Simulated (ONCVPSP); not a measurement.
Ir: pseudopotential generation

- system: iridium (Ir, Z = 77), core [Kr] 4d10 4f14, reference valence 5s2 5p6 5d7.5 6s1.5, valence charge 17.
- method: ONCV potential, PBEsol, scalar-relativistic, made with ONCVPSP 4.0.1

### Output (extracts)
```
ONCVPSP  (Optimized Norm-Conservinng Vanderbilt PSeudopotential)
scalar-relativistic version 4.0.1

#   n    l    f        energy (Ha)
    1    0    2.00    -2.7969939E+03
    2    0    2.00    -4.8925439E+02
    2    1    6.00    -4.2503455E+02
    3    0    2.00    -1.1438711E+02
    3    1    6.00    -9.5613361E+01
    3    2   10.00    -7.4953873E+01
    4    0    2.00    -2.4350644E+01
    4    1    6.00    -1.8193841E+01
    4    2   10.00    -1.0637403E+01
    4    3   14.00    -2.2371593E+00
    5    0    2.00    -3.5545070E+00
    5    1    6.00    -1.9656734E+00
    5    2    7.50    -2.3093230E-01
    6    0    1.50    -2.1953930E-01

Reference configufation results
  iterations    29
  all-electron total energy (Ha)   -1.78225133D+04

Begin loop to  construct optimized pseudo wave functions
and semi-local pseudopoentials for all angular momenta

Calculating optimized projector #   1

 for l=   0

    Fraction of norm inside rc  0.987162
    Optimizing pswf for qcut=   6.60 a_B^-1,  ecut=  21.75 Ha
    Residual kinetic energy error=  4.30D-05 Ha

    Energy error per electron        Cutoff
         Ha          eV             Ha
         0.01000     0.27211       11.70
         0.00100     0.02721       16.72
         0.00010     0.00272       20.28
         0.00001     0.00027       57.85

Calculating optimized projector #   2

 for l=   0

    Fraction of norm inside rc  0.127662
    Optimizing pswf for qcut=   6.60 a_B^-1,  ecut=  21.75 Ha
    Residual kinetic energy error=  5.40D-05 Ha

    Energy error per electron        Cutoff
         Ha          eV             Ha
         0.01000     0.27211        6.08
         0.00100     0.02721       16.27
         0.00010     0.00272       20.57
         0.00001     0.00027       48.24

WARNING wellstate: negative energy specified for n= 6 l=  1
WARNING scattering state with energy  0.25000000
WARNING will be used for the first projector

   Wellstate for l =  1  n =  6
     eigenvalue =   0.2500
     asymptotic potential =   0.7500
     half-point radius =  3.3896

Calculating optimized projector #   1

 for l=   1

    Fraction of norm inside rc  0.958317
    Optimizing pswf for qcut=   5.81 a_B^-1,  ecut=  16.87 Ha
    Residual kinetic energy error=  2.83D-05 Ha

    Energy error per electron        Cutoff
         Ha          eV             Ha
         0.01000     0.27211       10.82
         0.00100     0.02721       13.47
         0.00010     0.00272       15.90
         0.00001     0.00027       22.48

Calculating optimized projector #   2

 for l=   1

    Fraction of norm inside rc  0.123457
    Optimizing pswf for qcut=   5.81 a_B^-1,  ecut=  16.87 Ha
    Residual kinetic energy error=  1.51D-05 Ha

    Energy error per electron        Cutoff
         Ha          eV             Ha
         0.01000     0.27211        9.31
         0.00100     0.02721       12.24
         0.00010     0.00272       14.47
         0.00001     0.00027       25.02

   Wellstate for l =  2  n =  7
     eigenvalue =   1.3691
     asymptotic potential =   1.8691
     half-point radius =  4.9096

Calculating optimized projector #   1

 for l=   2

    Fraction of norm inside rc  0.616516
    Optimizing pswf for qcut=   8.70 a_B^-1,  ecut=  37.83 Ha
    Residual kinetic energy error=  7.50D-09 Ha

    Energy error per electron        Cutoff
         Ha          eV             Ha
         0.01000     0.27211       14.33
         0.00100     0.02721       19.07
         0.00010     0.00272       23.29
         0.00001     0.00027       26.99

Calculating optimized projector #   2

 for l=   2

    Fraction of norm inside rc  0.080382
    Optimizing pswf for qcut=   8.70 a_B^-1,  ecut=  37.83 Ha
    Residual kinetic energy error=  2.43D-08 Ha

    Energy error per electron        Cutoff
         Ha          eV             Ha
         0.01000     0.27211       12.97
         0.00100     0.02721       17.72
         0.00010     0.00272       21.84
         0.00001     0.00027       25.13

Construct Vanderbilt / Kleinmman-Bylander projectors

B matrix Hermiticity error, ll=   0
   1   2    5.2997E-04

  Orthonormal projector coefficients  8.6789E+00  1.5167E+00

B matrix Hermiticity error, ll=   1
   1   2    3.4684E-04

  Orthonormal projector coefficients  4.7224E+00  6.2316E-01

B matrix Hermiticity error, ll=   2
   1   2   -1.5555E-04

  Orthonormal projector coefficients  2.9270E+00  4.2908E-01

Model core correction analysis
  based on d2Exc/dn_idn_j

d2excae - all-electron derivatives

   -2.859694D-02   -2.478210D-02   -1.190904D-02   -1.630973D-03
   -2.478215D-02   -2.435506D-02   -1.493632D-02   -2.449792D-03
   -1.190913D-02   -1.493638D-02   -1.697299D-02   -1.086058D-02
   -1.630966D-03   -2.449677D-03   -1.085876D-02   -2.456562D-02

d2excps - pseudofunction derivatives with no core correction

   -5.008732D-02   -3.515012D-02   -1.451808D-02   -3.468756D-03
   -3.515103D-02   -3.157684D-02   -1.726990D-02   -3.240684D-03
   -1.451836D-02   -1.727008D-02   -1.798043D-02   -1.102827D-02
   -3.469780D-03   -3.240613D-03   -1.102644D-02   -2.472252D-02

rms 2nd derivative error    6.903859E-03

rmatch, rhocmatch    0.8521   14.7377

Teter function model core charge with specified parameters

d2excps - pseudofunction derivatives with core correction

   -3.134114D-02   -2.579928D-02   -1.217651D-02   -2.030112D-03
   -2.579930D-02   -2.544839D-02   -1.554824D-02   -2.625785D-03
   -1.217656D-02   -1.554829D-02   -1.749103D-02   -1.090436D-02
   -2.030112D-03   -2.625671D-03   -1.090253D-02   -2.460599D-02

rms 2nd derivative error    8.782645E-04

Pseudoatom total energy -106.487333

Diagnostic tests using Vanderbilt-Kleinman-Bylander pseudopotentials
  1 or more projectors used as specified by nproj input data

   l    rcore       rmatch      e in        delta e   norm test  slope test

   0   1.8545510   1.9108592  -3.5545070   0.0000041   1.0002572   1.0002304
   0   1.8545510   1.9108592  -0.2195393   0.0000018   1.0000344   1.0000253

   1   1.9108592   1.9688771  -1.9656734   0.0000024   1.0001847   1.0001808
   1   1.9108592   1.9688771   0.2500000   0.0000164   1.0002366   1.0002366

   2   1.8107015   1.8656783  -0.2309323   0.0000008   1.0000883   1.0001024
   2   1.8107015   1.8656783   1.3690677   0.0000141   1.0003150   1.0003150

 Testing for bound ghosts
   n   l    E NL Schr. Eq   E Basis Diag.   E Cutoff

   1   0       -3.554503       -3.554503    102.41
   2   0       -0.219537       -0.199256    102.41

   2   1       -1.965671       -1.965670     83.52

   3   2       -0.230932       -0.228440    105.04

 Testing for highly-localized positive-energy ghosts
       l    <radius>/rc     E Basis Diag.   E Cutoff

Test configuration 0

   n   l     f        eae           eps        diff
   1   0  2.0000-2796.99394399
   2   0  2.0000 -489.25439010
   2   1  6.0000 -425.03455147
   3   0  2.0000 -114.38711348
   3   1  6.0000  -95.61336087
   3   2 10.0000  -74.95387284
   4   0  2.0000  -24.35064390
   4   1  6.0000  -18.19384087
   4   2 10.0000  -10.63740302
   4   3 14.0000   -2.23715928
   5   0  2.0000   -3.55450701   -3.55450288    4.13D-06
   5   1  6.0000   -1.96567337   -1.96567094    2.43D-06
   5   2  7.5000   -0.23093230   -0.23093152    7.74D-07
   6   0  1.5000   -0.21953930   -0.21953746    1.84D-06

    Total energies and differences
      AE_ref= -1.78225133D+04  AE_tst= -1.78225133D+04  dif=  0.00D+00
      PS_ref= -1.06487333D+02  PS_tst= -1.06487333D+02  dif=  6.96D-13
      PSP excitation error= -6.96D-13

Test configuration 1

   n   l     f        eae           eps        diff
   1   0  2.0000-2797.04286189
   2   0  2.0000 -489.30546027
   2   1  6.0000 -425.08556235
   3   0  2.0000 -114.43757125
   3   1  6.0000  -95.66381493
   3   2 10.0000  -75.00453852
   4   0  2.0000  -24.40083712
   4   1  6.0000  -18.24405828
   4   2 10.0000  -10.68770836
   4   3 14.0000   -2.28732697
   5   0  2.0000   -3.60282958   -3.60169257    1.14D-03
   5   1  6.0000   -2.01094417   -2.01075409    1.90D-04
   5   2  7.0000   -0.26371846   -0.26385088   -1.32D-04
   6   0  2.0000   -0.23428292   -0.23418302    9.99D-05

    Total energies and differences
      AE_ref= -1.78225133D+04  AE_tst= -1.78225031D+04  dif=  1.02D-02
      PS_ref= -1.06487333D+02  PS_tst= -1.06477125D+02  dif=  1.02D-02
      PSP excitation error=  1.20D-05

Test configuration 2

   n   l     f        eae           eps        diff
   1   0  2.0000-2797.35000062
   2   0  2.0000 -489.61024454
   2   1  6.0000 -425.39040683
   3   0  2.0000 -114.74279977
   3   1  6.0000  -95.96904681
   3   2 10.0000  -75.30957565
   4   0  2.0000  -24.70632355
   4   1  6.0000  -18.54951950
   4   2 10.0000  -10.99307103
   4   3 14.0000   -2.59271114
   5   0  2.0000   -3.90897825   -3.90940997   -4.32D-04
   5   1  6.0000   -2.31816123   -2.31834826   -1.87D-04
   5   2  7.0000   -0.56467799   -0.56468929   -1.13D-05
   6   0  1.0000   -0.50033700   -0.50035929   -2.23D-05

    Total energies and differences
      AE_ref= -1.78225133D+04  AE_tst= -1.78221382D+04  dif=  3.75D-01
      PS_ref= -1.06487333D+02  PS_tst= -1.06112167D+02  dif=  3.75D-01
      PSP excitation error= -6.86D-05

Test configuration 3

   n   l     f        eae           eps        diff
   1   0  2.0000-2797.69684865
   2   0  2.0000 -489.95387884
   2   1  6.0000 -425.73413189
   3   0  2.0000 -115.08673252
   3   1  6.0000  -96.31298425
   3   2 10.0000  -75.65329371
   4   0  2.0000  -25.05043961
   4   1  6.0000  -18.89358776
   4   2 10.0000  -11.33698778
   4   3 14.0000   -2.93654030
   5   0  2.0000   -4.25288652   -4.25575585   -2.87D-03
   5   1  6.0000   -2.66250018   -2.66340264   -9.02D-04
   5   2  7.0000   -0.89820945   -0.89813872    7.07D-05

    Total energies and differences
      AE_ref= -1.78225133D+04  AE_tst= -1.78214952D+04  dif=  1.02D+00
      PS_ref= -1.06487333D+02  PS_tst= -1.05468815D+02  dif=  1.02D+00
      PSP excitation error= -4.36D-04

Test configuration 4

   n   l     f        eae           eps        diff
   1   0  2.0000-2797.17444774
   2   0  2.0000 -489.43455251
   2   1  6.0000 -425.21460472
   3   0  2.0000 -114.56755607
   3   1  6.0000  -95.79378627
   3   2 10.0000  -75.13427978
   4   0  2.0000  -24.53127148
   4   1  6.0000  -18.37444574
   4   2 10.0000  -10.81796026
   4   3 14.0000   -2.41760137
   5   0  2.0000   -3.73396435   -3.73539379   -1.43D-03
   5   1  6.0000   -2.14259021   -2.14296670   -3.76D-04
   5   2  7.0000   -0.38486282   -0.38479255    7.03D-05
   6   1  2.0000   -0.10456473   -0.10457808   -1.33D-05

    Total energies and differences
      AE_ref= -1.78225133D+04  AE_tst= -1.78220946D+04  dif=  4.19D-01
      PS_ref= -1.06487333D+02  PS_tst= -1.06068563D+02  dif=  4.19D-01
      PSP excitation error= -9.65D-05
```

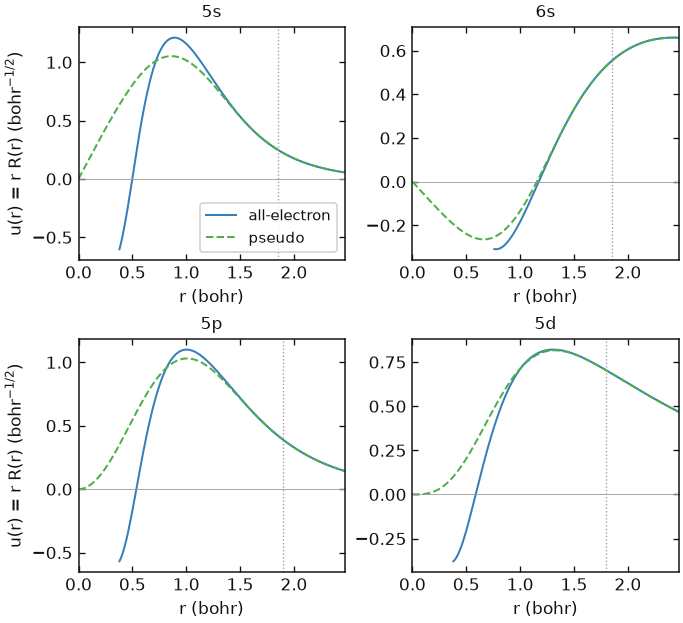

Figure 1. Pseudo-waves (dashed) against the all-electron radial functions (solid). Dotted lines mark the matching radii. The innermost oscillations of some all-electron curves aren't drawn. Pseudo-waves: 5s has no node; 6s has a node at about 1.2 bohr; 5p has no node; 5d has no node. A node in 6s is expected, since a lower shell of the same l is also in the valence and the two must stay orthogonal.

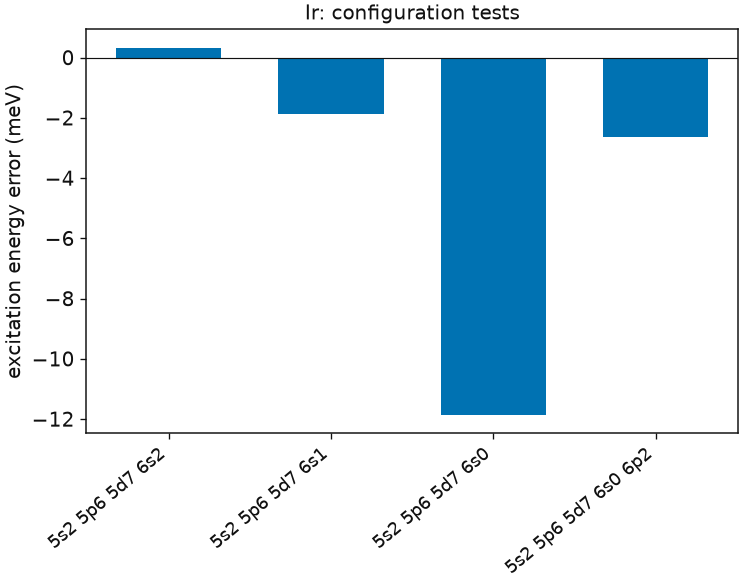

Figure 2. Errors, all-electron minus pseudo, of the energies of valence configurations relative to the unpolarised reference 5s2 5p6 5d7.5 6s1.5.

- Worst configuration: 5s2 5p6 5d7 6s0 (charge +2): the error is -12 meV on an all-electron energy of +27.70 eV relative to the reference, or 0.043 %.
- Errors in meV: 5s2 5p6 5d7 6s2: +0.3; 5s2 5p6 5d7 6s1: -1.9; 5s2 5p6 5d7 6s0: -12; 5s2 5p6 5d7 6s0 6p2: -2.6.

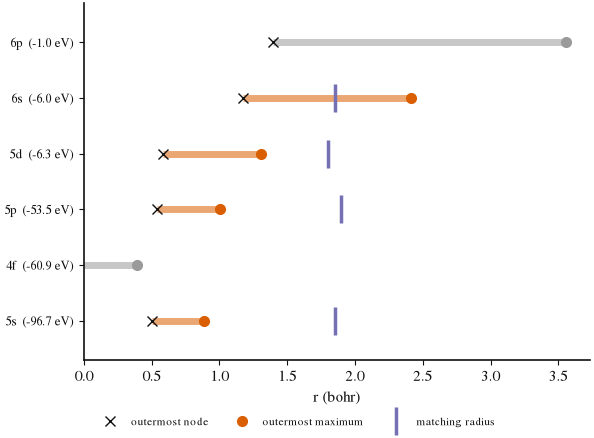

Figure 3. Outer shells of the all-electron reference atom: each bar runs from the outermost node (or the nucleus) to the outermost maximum of u(r); the tick is the radius chosen for the pseudo-wave. Shells without a tick have no pseudo-wave of their own. Levels, nodes and maxima are from ld1.x, scalar-relativistic.

- Radii against the shells: 5s: 1.85 bohr, outside the maximum; 5p: 1.90 bohr, outside the maximum; 5d: 1.80 bohr, outside the maximum; 6s: 1.85 bohr, between node and maximum.

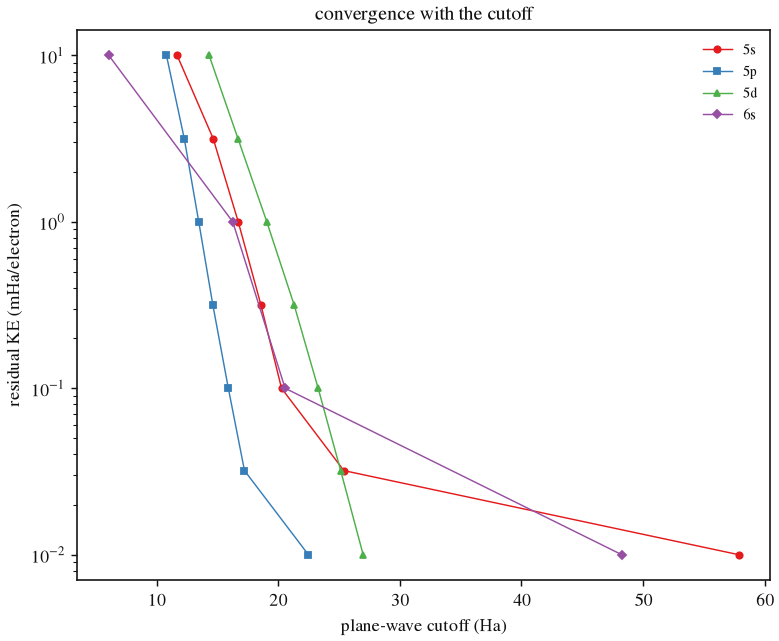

Figure 4. Residual kinetic energy of the pseudo-waves (the first of each channel, and further valence shells) beyond the plane-wave cutoff, as the generator prints it.

- Cutoffs for 1 mHa per electron: 5d: 19 Ha; 5s: 17 Ha; 6s: 16 Ha; 5p: 13 Ha.
- Cutoffs for the occupied states: 19 Ha for 1 mHa and 23 Ha for 0.1 mHa per electron. The first is set by 5d.

### The input
```
# ATOM AND REFERENCE CONFIGURATION
# atsym  z   nc   nv     iexc    psfile
  Ir 77.00   10    4  -116133      upf
#
#   n    l    f
    1    0    2.00
    2    0    2.00
    2    1    6.00
    3    0    2.00
    3    1    6.00
    3    2   10.00
    4    0    2.00
    4    1    6.00
    4    2   10.00
    4    3   14.00
    5    0    2.00
    5    1    6.00
    5    2    7.50
    6    0    1.50
#
# PSEUDOPOTENTIAL AND OPTIMIZATION
# lmax
    2
#
#   l,   rc,      ep,       ncon, nbas, qcut
    0    1.85    0.00    5    9    6.60
    1    1.90    0.00    4    8    5.80
    2    1.80    0.00    4    8    8.70
#
# LOCAL POTENTIAL
# lloc, lpopt,  rc(5),   dvloc0
    4    5    1.40    0.00
#
# VANDERBILT-KLEINMAN-BYLANDER PROJECTORs
# l, nproj, debl
    0    2    2.70
    1    2    0.70
    2    2    1.60
#
# MODEL CORE CHARGE
# icmod, fcfact, rcfact
    3    3.75    1.30
#
# LOG DERIVATIVE ANALYSIS
# epsh1, epsh2, depsh
   -5.00    5.00    0.04
#
# OUTPUT GRID
# rlmax, drl
    6.00    0.01
#
# TEST CONFIGURATIONS
# ncnf
    4
# nvcnf
#   n    l    f
    4
    5    0    2.00
    5    1    6.00
    5    2    7.00
    6    0    2.00
#
    4
    5    0    2.00
    5    1    6.00
    5    2    7.00
    6    0    1.00
#
    4
    5    0    2.00
    5    1    6.00
    5    2    7.00
    6    0    0.00
#
    5
    5    0    2.00
    5    1    6.00
    5    2    7.00
    6    0    0.00
    6    1    2.00
#
```

Command:
```bash
oncvpsp.x < Ir.dat > Ir.out
```

### Results in brief

- outcome: generated
- cutoffs needed: 19 Ha and 23 Ha (the cutoffs at which the residual kinetic energy of the hardest occupied pseudo-wave falls to 1 and 0.1 mHa per electron)
- ghost test: no bound ghost flagged; no localised positive-energy state flagged
- largest excitation error: -12 meV (all-electron minus pseudo) for 5s2 5p6 5d7 6s0, out of 4 test configurations
- rms error of d²Exc/dni dnj: 6.90 mHa without and 0.88 mHa with the model core
- range over which the phases arctan(r R′/R) at the test radius agree within 0.05 rad (a looser test near the poles than one of phase shifts): s: over the whole range computed; p: over the whole range computed; d: over the whole range computed; f: not judged, local potential alone
- hardware: 1 CPU thread, shared host
- wall time: 4.6 s

### Remarks

Warnings of the program, in the generation or the tests: wellstate: negative energy specified for n= 6 l= 1.
